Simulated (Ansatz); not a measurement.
# Cl2FGeH: what the fields show

```yaml
atoms:
  - { symbol: Ge, position_ang: [0.0331, -0.0432, 0.0153] }
  - { symbol: Cl, position_ang: [-0.0211, -0.0026, 2.1747] }
  - { symbol: H, position_ang: [1.4779, -0.0006, -0.5214] }
  - { symbol: F, position_ang: [-0.8237, 1.3765, -0.5511] }
  - { symbol: Cl, position_ang: [-1.0415, -1.7706, -0.7123] }
```

Computed with RKS revPBE/def2-SVP in Ansatz 0.2.0.

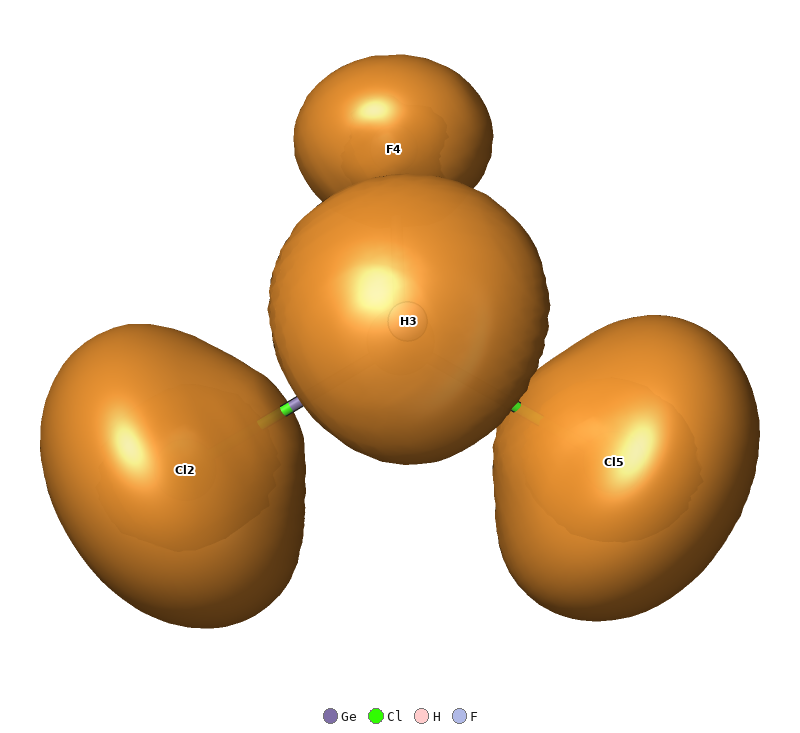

Figure 1. Isosurface of the electron localisation function at 0.75 (orange), seen at a tilt. Only the valence region is drawn (cores and ρ < 0.01 e/Å³ removed).

### What do the ELF domains correspond to?

At this value the surface marks out one region around a hydrogen nucleus, two regions wrapped around Cl (the valence shell of each) and one region wrapped around F (its valence shell).


Ge–F (1.75 Å): the ELF peaks at about 0.80 in the valence shell of F, 0.5 Å from its nucleus, and is about 0.25 at the midpoint. Ge–Cl (2.16 Å): the ELF peaks at about 0.80 in the valence shell of Cl, 0.9 Å from its nucleus, and is about 0.65 at the midpoint.

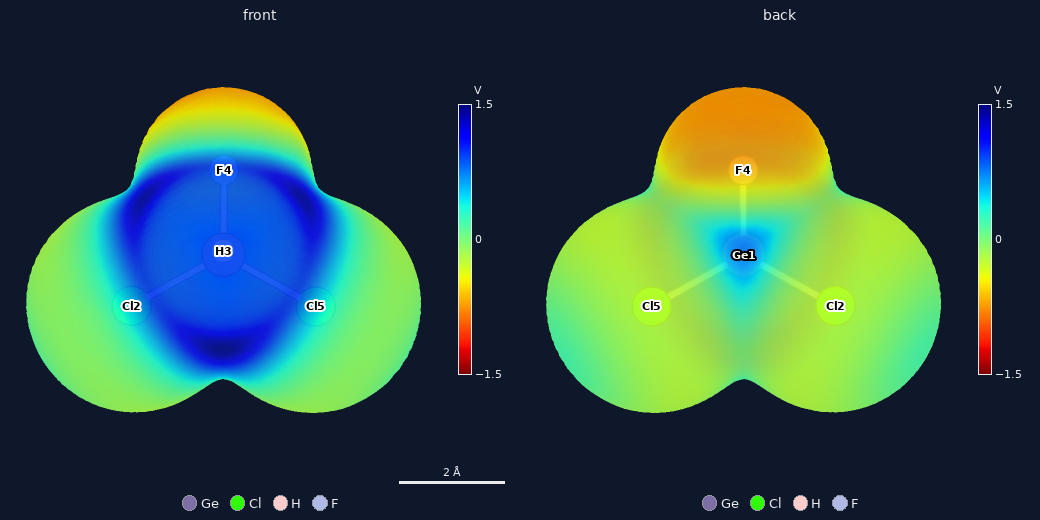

Figure 2. The molecular electrostatic potential painted on the density surface at 0.001 e/bohr³, seen from the front and from behind; red is negative and blue positive.

### Where is the surface potential most negative and most positive?

The most negative region (about −0.8 V) lies over F4, the most positive (about +1.4 V) over Ge1.

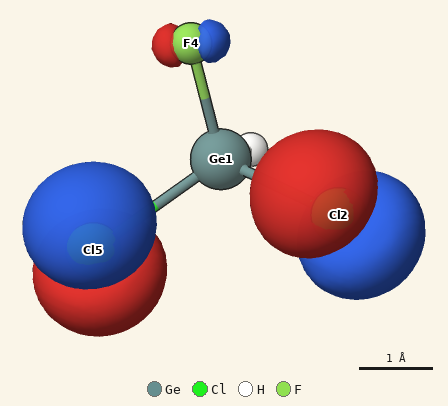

Figure 3. The HOMO−1 at ±0.15 Å⁻³ᐟ² (blue and red are the two phases), seen at an oblique angle.

### Where does this orbital lie, and at what energy?

It lies mainly on Cl2 (about 45 %) and Cl5 (about 45 %); largely a combination of lone pairs on Cl2 and Cl5. Its energy is −8.09 eV.

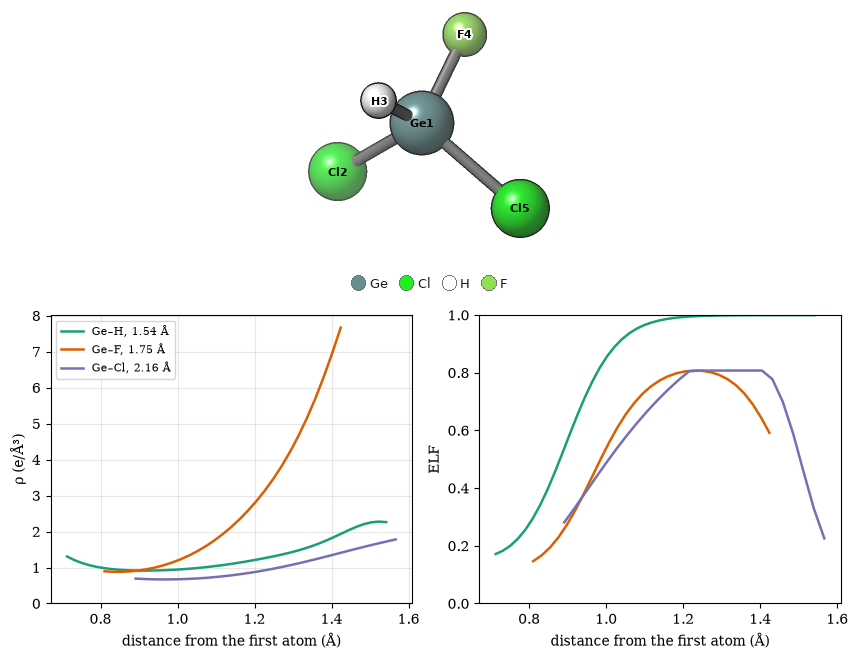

Figure 4. Total electron density and ELF along straight lines between neighbouring atoms. The curves leave out the atomic cores. The structure is drawn too.

### What can be read from the curves?

Ge–H (1.54 Å): the density is about 1.1 e/Å³ at the midpoint; the ELF climbs to about 1 towards the hydrogen.
Ge–F (1.75 Å): the density is about 0.89 e/Å³ at the midpoint; the ELF peaks at about 0.80 in the valence shell of F, 0.5 Å from its nucleus, and is about 0.25 at the midpoint.
Ge–Cl (2.16 Å): ρ at the midpoint is about 0.72 e/Å³; the ELF peaks at about 0.80 in the valence shell of Cl, 0.9 Å from its nucleus, and is about 0.65 at the midpoint.
